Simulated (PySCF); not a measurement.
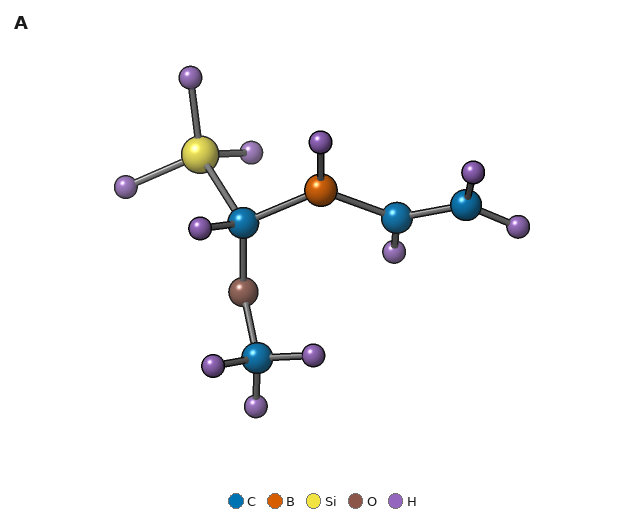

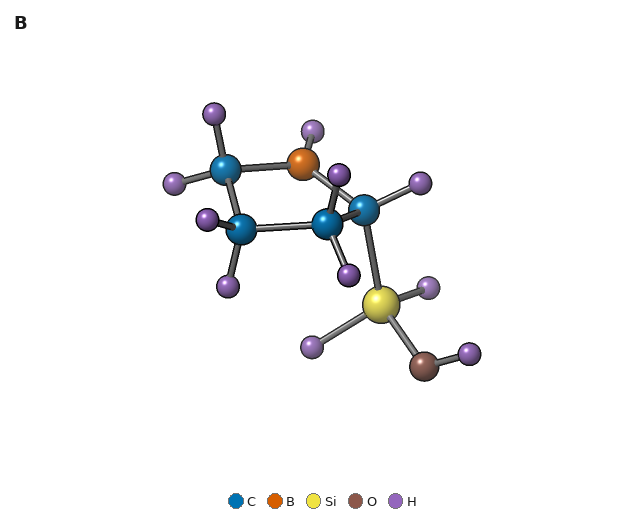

2 stationary structures of one formula. Geometries: GFN2-xTB. Electronic energies: ωB97X-D/def2-SVPD (PySCF 2.14.0), without zero-point energy. No frequency run is at hand to confirm each as a minimum. Each is one conformer, not always the lowest.

Which structure is the most stable?

B is lowest; A lies 2.847 eV above it. A is `C=CB[C@@H]([SiH3])OC`, B is `O[SiH2][C@H]1BCCC1`.

The geometry is semi-empirical. Around B, Si such bond lengths and angles can be off by a tenth of an ångström or more and by several degrees, and values that hang on the shape move with them.
